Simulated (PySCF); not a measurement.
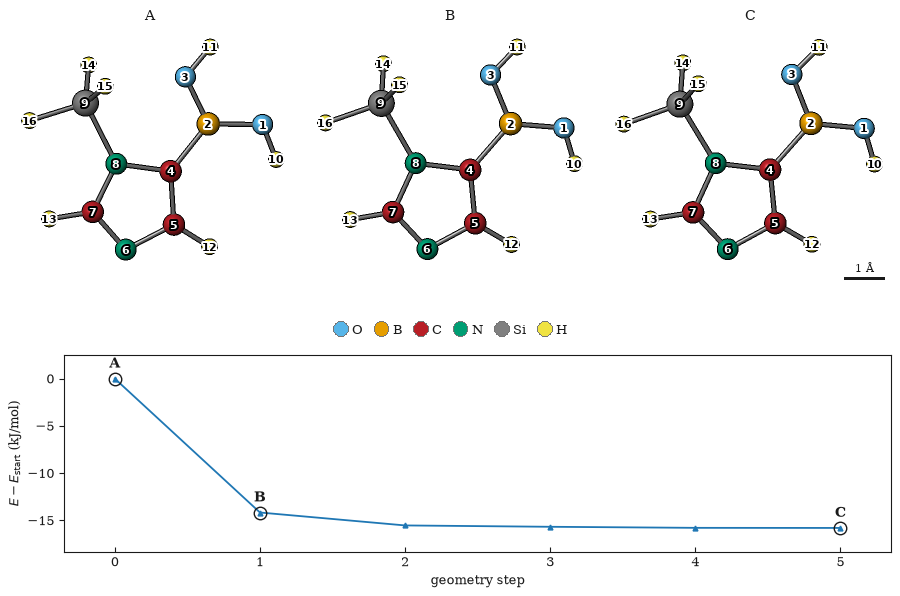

Frames of a relaxation of C3H7BN2O2Si, marked on the history of the run. A ball-and-stick model, seen at a tilt.

The start comes from GFN2-xTB. Its atoms were then displaced at random by about 0.01 Å.

All numbers below come from PBE0-D3(BJ)/def2-SVP geometry optimisation, gas phase (PySCF). 

**What happens along the run?**

After 5 geometry steps the energy has fallen by 15.8 kJ/mol. The largest move after the best rigid fit is that of H11, 0.23 Å. Largest moves by element: H 0.23 Å, O 0.17 Å, Si 0.15 Å, B 0.07 Å, C 0.05 Å, N 0.05 Å. Some distances before and after: O3–Si9 2.597 → 2.912 Å, Si9–H14 1.445 → 1.485 Å, B2–C4 1.516 → 1.547 Å, N8–Si9 1.760 → 1.791 Å. Bond angles that change, for instance: H14–Si9–H15 117.9° → 112.4°, B2–C4–C5 137.4° → 132.2°, B2–C4–N8 119.2° → 123.4°. Cost: 81 s on 1 thread of Arm Neoverse V1, on a shared host. From step 0 to 1: H11 moves most (0.18 Å), energy −14.2 kJ/mol. From step 1 to 5: H atoms move most (0.05 Å), energy −1.63 kJ/mol.
